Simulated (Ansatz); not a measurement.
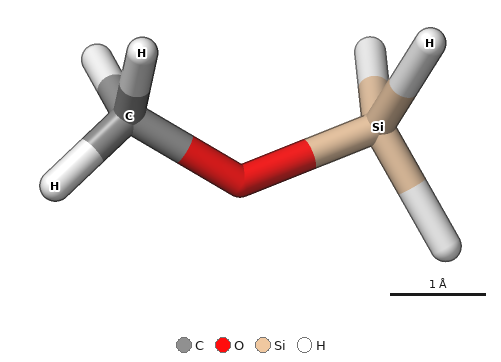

**Figure 1.** The starting structure (stick view, seen at a tilt). Bond lengths as drawn: C–H 1.09 to 1.10 Å, C–O 1.39 Å, H–Si 1.45 to 1.47 Å and O–Si 1.62 Å.

**CH6OSi: geometry relaxation**

System: CH6OSi.
Method: RKS PBE-D4/def2-SVP (Ansatz 0.2.0).

The geometry comes from this level: GFN2-xTB.

**What the program printed**
```
The last accepted step is kept in [file] (removed where the run ends without a failure and the disk answers)
Engine: ansatz 0.2.0, aarch64-unknown-linux-gnu
Functional definition: PBE
  parameter kappa = 0.804
  parameter beta = 0.06672455060314922
  exchange = pbe_x(kappa = kappa, mu = beta*pi^2/3)
  correlation = pbe_c(beta = beta)
845 factors; their error is unknown
mean field evaluation 1: about -11040.8496 eV, gradient 5.1e1 eV
mean field evaluation 2: about -11021.2824 eV, gradient 1.1e2 eV
mean field evaluation 4: about -11046.5379 eV, gradient 7.3e0 eV
mean field evaluation 8: about -11046.6438 eV, gradient 4.3e-2 eV
mean field -11046.59496402 eV, -405.9548772766 hartree, gradient 5.8e-5 eV, S^2 0.000000; 0 other end points of the search recorded, 0 dependent functions left out
the calculation of the forces begins
reference -11046.59499735 eV, -405.9548785016 hartree; 17, 17 occupied and 59, 59 virtual orbitals, 845 factors
relax step   1: F+E_penalty+E_count = -11046.72494052 eV  Δ(F+E_penalty+E_count) = +0.000e0 eV  max|allowed force component| = 1.250e0 eV/Å  Δτ_max = 0.0000 Å  (23 SCF iters, accepted)
these checks for a lower state are left out or cut short: starts, cluster_reference, orbital_swaps, neighbouring_geometries, increment
845 factors; their error is unknown
mean field evaluation 16: about -11046.7939 eV, gradient 3.1e0 eV
mean field -11046.76155518 eV, -405.9609993889 hartree, gradient 1.5e-5 eV, S^2 0.000000; 0 other end points of the search recorded, 0 dependent functions left out
the calculation of the forces begins
reference -11046.76158879 eV, -405.9610006241 hartree; 17, 17 occupied and 59, 59 virtual orbitals, 845 factors
relax step   2: F+E_penalty+E_count = -11046.89027132 eV  Δ(F+E_penalty+E_count) = -1.653e-1 eV  max|allowed force component| = 6.885e-1 eV/Å  Δτ_max = 0.1259 Å  (27 SCF iters, accepted)
these checks for a lower state are left out or cut short: starts, cluster_reference, orbital_swaps, neighbouring_geometries, increment
845 factors; their error is unknown
mean field -11046.78366026 eV, -405.9618117356 hartree, gradient 1.5e-5 eV, S^2 0.000000; 0 other end points of the search recorded, 0 dependent functions left out
the calculation of the forces begins
reference -11046.78369389 eV, -405.9618129716 hartree; 17, 17 occupied and 59, 59 virtual orbitals, 845 factors
relax step   3: F+E_penalty+E_count = -11046.91207132 eV  Δ(F+E_penalty+E_count) = -2.180e-2 eV  max|allowed force component| = 2.259e-1 eV/Å  Δτ_max = 0.0518 Å  (27 SCF iters, accepted)
these checks for a lower state are left out or cut short: starts, cluster_reference, orbital_swaps, neighbouring_geometries, increment
845 factors; their error is unknown
mean field evaluation 32: about -11046.7920 eV, gradient 1.6e-1 eV
mean field -11046.79208543 eV, -405.9621213548 hartree, gradient 2.3e-5 eV, S^2 0.000000; 0 other end points of the search recorded, 0 dependent functions left out
the calculation of the forces begins
reference -11046.79211878 eV, -405.9621225804 hartree; 17, 17 occupied and 59, 59 virtual orbitals, 845 factors
relax step   4: F+E_penalty+E_count = -11046.92165978 eV  Δ(F+E_penalty+E_count) = -9.588e-3 eV  max|allowed force component| = 1.107e-1 eV/Å  Δτ_max = 0.0777 Å  (27 SCF iters, accepted)
these checks for a lower state are left out or cut short: starts, cluster_reference, orbital_swaps, neighbouring_geometries, increment
845 factors; their error is unknown
mean field -11046.79281314 eV, -405.9621480978 hartree, gradient 1.5e-5 eV, S^2 0.000000; 0 other end points of the search recorded, 0 dependent functions left out
the calculation of the forces begins
reference -11046.79284649 eV, -405.9621493233 hartree; 17, 17 occupied and 59, 59 virtual orbitals, 845 factors
relax step   5: F+E_penalty+E_count = -11046.92235891 eV  Δ(F+E_penalty+E_count) = -6.991e-4 eV  max|allowed force component| = 6.261e-2 eV/Å  Δτ_max = 0.0085 Å  (28 SCF iters, accepted)
these checks for a lower state are left out or cut short: starts, cluster_reference, orbital_swaps, neighbouring_geometries, increment
845 factors; their error is unknown
mean field -11046.79291299 eV, -405.9621517673 hartree, gradient 6.5e-6 eV, S^2 0.000000; 0 other end points of the search recorded, 0 dependent functions left out
the calculation of the forces begins
reference -11046.79294632 eV, -405.9621529921 hartree; 17, 17 occupied and 59, 59 virtual orbitals, 845 factors
relax step   6: F+E_penalty+E_count = -11046.92246531 eV  Δ(F+E_penalty+E_count) = -1.064e-4 eV  max|allowed force component| = 3.770e-3 eV/Å  Δτ_max = 0.0020 Å  (22 SCF iters, accepted)
845 factors; their error is unknown
mean field evaluation 64: about -11046.7929 eV, gradient 7.4e-4 eV
```

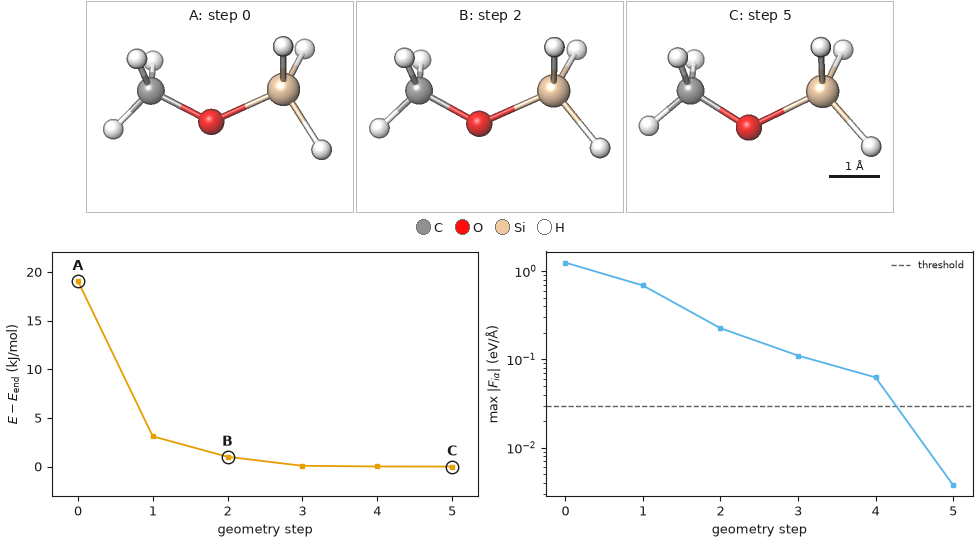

**Figure 2.** Frames of the relaxation (ball-and-stick view, seen at a tilt) above the curves, on which the letters mark them (the first geometry is step 0 here and step 1 in the log).

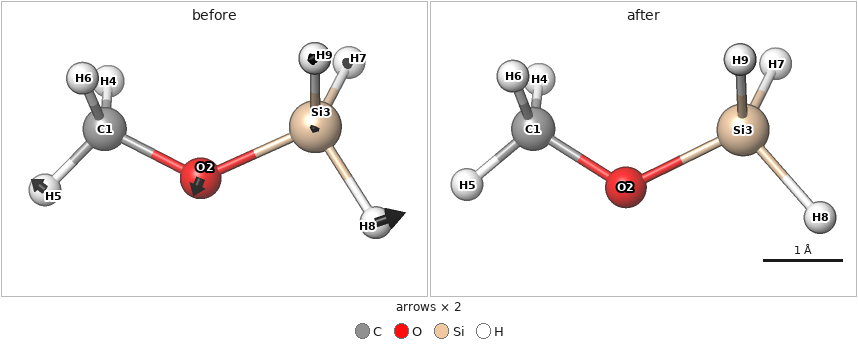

**Figure 3.** Before (left) and after (right) the relaxation, at one scale (ball-and-stick view, seen at a tilt). The black arrows give the displacements, magnified 2 times. The atom that moves furthest after the best rigid fit is H8 (0.21 Å). Largest moves by element: H 0.21 Å, O 0.12 Å, Si 0.04 Å, C 0.01 Å. Among the contacts that change: O2–Si3 1.621 → 1.680 Å, Si3–H8 1.452 → 1.498 Å, Si3–H7 1.469 → 1.510 Å, C1–H4 1.091 → 1.116 Å. Among the angles that change: O2–Si3–H8 99.0° → 106.1°, C1–O2–Si3 129.3° → 122.4°, H7–Si3–H8 113.9° → 110.1°. Over 5 geometry steps the energy falls by 19.1 kJ/mol. Largest force component: 1.3 eV/Å at the start, 0.0038 eV/Å at the end. (Atoms are counted from 1 in the order of the input.)

```
mean field -11046.79291299 eV, -405.9621517673 hartree, gradient 6.5e-6 eV, S^2 0.000000; 1 other end points of the search recorded, 0 dependent functions left out
the calculation of the forces begins
reference -11046.79294632 eV, -405.9621529921 hartree; 17, 17 occupied and 59, 59 virtual orbitals, 845 factors
Total energy: -11046.92249864 eV, -405.9669139521 hartree
Atom 0 at     1.668485     0.168206     0.268877 Å, force    -0.002162    -0.000139    -0.000439 eV/Å
Atom 1 at     0.495595     0.345236    -0.499836 Å, force     0.001215    -0.000537     0.001516 eV/Å
Atom 2 at    -1.009663    -0.193038     0.016866 Å, force     0.001051     0.000955    -0.001571 eV/Å
Atom 3 at     1.897042    -0.908371     0.452147 Å, force    -0.000970    -0.001430     0.001168 eV/Å
Atom 4 at     2.524182     0.606769    -0.284544 Å, force     0.002077     0.002262    -0.003770 eV/Å
Atom 5 at     1.606932     0.677022     1.259917 Å, force    -0.001156    -0.000414     0.001692 eV/Å
Atom 6 at    -1.013957    -1.688571     0.224226 Å, force     0.000066    -0.001210     0.000987 eV/Å
Atom 7 at    -1.976988     0.180512    -1.063730 Å, force     0.000045     0.000606    -0.001146 eV/Å
Atom 8 at    -1.406698     0.460495     1.318746 Å, force    -0.000164    -0.000094     0.001561 eV/Å
Dipole moment:     0.117238    -0.068655     0.176920 e Å
```

**Trajectory as extended XYZ (Å, eV, eV/Å), 6 frames, from step=1 to step=6**
```
9
Properties=species:S:1:pos:R:3:forces:R:3 step=1 energy=-11046.72494
C     1.6632    0.1672    0.2660   -0.3711   0.1152  -0.0711
O     0.4471    0.2845   -0.4025    1.2505   0.6437  -0.8085
Si   -1.0270   -0.2124    0.0517   -0.4902  -0.2276   0.1039
H     1.9164   -0.8799    0.4384    0.3466  -0.7331   0.1764
H     2.4364    0.6241   -0.3538    0.5519   0.2238  -0.2356
H     1.6294    0.6808    1.2331    0.1616   0.2894   0.5968
H    -1.0573   -1.6675    0.2517   -0.1598  -0.7840   0.0581
H    -1.7835    0.2389   -1.1030   -0.9152   0.0957  -0.5171
H    -1.4398    0.4125    1.3109   -0.3744   0.3769   0.6972
9
Properties=species:S:1:pos:R:3:forces:R:3 step=2 energy=-11046.89027
C     1.6931    0.1712    0.2710   -0.1252   0.0002   0.0408
O     0.4750    0.2979   -0.4161    0.6885   0.3405  -0.4139
Si   -1.0265   -0.2035    0.0325   -0.5806  -0.1985   0.1187
H     1.9605   -0.8893    0.4489    0.0849  -0.2089   0.0507
H     2.4923    0.6283   -0.3391    0.1356   0.0620  -0.0774
H     1.6722    0.6888    1.2521    0.0281   0.0763   0.1681
H    -1.0940   -1.6887    0.2295    0.0018  -0.1981   0.0023
H    -1.9061    0.2110   -1.0964   -0.1739   0.0048  -0.0708
H    -1.4817    0.4324    1.3102   -0.0591   0.1217   0.1815
9
Properties=species:S:1:pos:R:3:forces:R:3 step=3 energy=-11046.91207
C     1.6988    0.1716    0.2732   -0.0424  -0.0429   0.0730
O     0.4875    0.3094   -0.4326    0.2152   0.1538  -0.2247
Si   -1.0311   -0.2008    0.0241   -0.2259  -0.1083   0.1333
H     1.9642   -0.8965    0.4535   -0.0011  -0.0045   0.0056
H     2.5137    0.6268   -0.3277   -0.0115  -0.0042   0.0027
H     1.6744    0.6889    1.2610   -0.0028  -0.0035   0.0050
H    -1.0874   -1.6989    0.2169    0.0192   0.0152   0.0047
H    -1.9551    0.1969   -1.0876    0.0263   0.0013   0.0057
H    -1.4800    0.4509    1.3118    0.0229  -0.0068  -0.0054
9
Properties=species:S:1:pos:R:3:forces:R:3 step=4 energy=-11046.92166
C     1.6664    0.1667    0.2709    0.1081   0.0508  -0.0580
O     0.4972    0.3459   -0.5005   -0.0263  -0.0189   0.0257
Si   -1.0059   -0.1924    0.0170   -0.1107  -0.0245   0.0082
H     1.9011   -0.9083    0.4523   -0.0280  -0.0196   0.0061
H     2.5179    0.6070   -0.2871    0.0409  -0.0015   0.0175
H     1.6106    0.6779    1.2605   -0.0300  -0.0023   0.0157
H    -1.0181   -1.6886    0.2247    0.0211   0.0113  -0.0031
H    -1.9735    0.1810   -1.0635    0.0018   0.0025  -0.0043
H    -1.4107    0.4590    1.3185    0.0228   0.0023  -0.0077
9
Properties=species:S:1:pos:R:3:forces:R:3 step=5 energy=-11046.92236
C     1.6689    0.1681    0.2692   -0.0619  -0.0005  -0.0215
O     0.4945    0.3455   -0.5008    0.0626  -0.0006   0.0239
Si   -1.0105   -0.1929    0.0162    0.0157   0.0013   0.0032
H     1.8967   -0.9086    0.4516   -0.0029  -0.0013   0.0057
H     2.5252    0.6062   -0.2829    0.0035   0.0102  -0.0190
H     1.6064    0.6775    1.2597   -0.0025  -0.0045   0.0042
H    -1.0128   -1.6878    0.2248   -0.0046  -0.0101  -0.0008
H    -1.9783    0.1803   -1.0638   -0.0025   0.0008  -0.0026
H    -1.4053    0.4600    1.3186   -0.0074   0.0049   0.0069
9
Properties=species:S:1:pos:R:3:forces:R:3 step=6 energy=-11046.92246
C     1.6685    0.1682    0.2689   -0.0022  -0.0001  -0.0004
O     0.4956    0.3452   -0.4998    0.0012  -0.0005   0.0015
Si   -1.0097   -0.1930    0.0169    0.0011   0.0010  -0.0016
H     1.8970   -0.9084    0.4521   -0.0010  -0.0014   0.0012
H     2.5242    0.6068   -0.2845    0.0021   0.0023  -0.0038
H     1.6069    0.6770    1.2599   -0.0012  -0.0004   0.0017
H    -1.0140   -1.6886    0.2242    0.0001  -0.0012   0.0010
H    -1.9770    0.1805   -1.0637    0.0000   0.0006  -0.0011
H    -1.4067    0.4605    1.3187   -0.0002  -0.0001   0.0016
```

The run was set up as follows.

**The input**
```yaml
crystal:
  periodic: [false, false, false]
  atoms:
    - { symbol: C, position_ang: [1.6632, 0.16724, 0.26598] }
    - { symbol: O, position_ang: [0.4471, 0.28449, -0.40248] }
    - { symbol: Si, position_ang: [-1.02703, -0.21237, 0.05175] }
    - { symbol: H, position_ang: [1.91644, -0.87988, 0.43841] }
    - { symbol: H, position_ang: [2.43642, 0.62412, -0.35379] }
    - { symbol: H, position_ang: [1.62942, 0.68079, 1.23314] }
    - { symbol: H, position_ang: [-1.0573, -1.66749, 0.25173] }
    - { symbol: H, position_ang: [-1.78349, 0.23887, -1.10299] }
    - { symbol: H, position_ang: [-1.43983, 0.41249, 1.31092] }
basis:
  gaussian: { orbitals: def2-SVP }
hamiltonian:
  xc: pbe
  dispersion: d4
relax:
  f_tol: 0.03
  max_steps: 200
```

Launched with:
```bash
ansatz run input.yaml --threads 4 --pin off --max-ram 10240MiB --backend cpu --events-out ev --progress --plain --runs-dir out
```

**Summary**

```csv
quantity,value
outcome,converged
total energy,−11046.9225 eV
mean-field energy,−11046.7929 eV
SCF solution under orbital rotations,stable
largest force (length of the vector) at the end,0.005 eV/Å
hardware,"4 threads of Arm Neoverse N1, 98 GiB of memory available, shared host"
wall time,7 s (CPU time 24 s)
peak memory,0.14 GiB
```
